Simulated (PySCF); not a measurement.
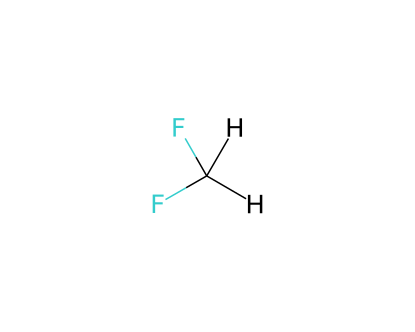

Computed geometry: GFN2-xTB optimisation. No frequency run is at hand to confirm it as a minimum. Properties computed with PBE0/pcSseg-1, gas phase (PySCF 2.14.0).

Computed properties:

The species is CH2F2 (`FCF`).
- dipole moment: 1.95 D
- HOMO energy (Kohn–Sham orbital): −9.76 eV
- LUMO energy (Kohn–Sham orbital): 1.74 eV
- HOMO–LUMO gap: 11.51 eV
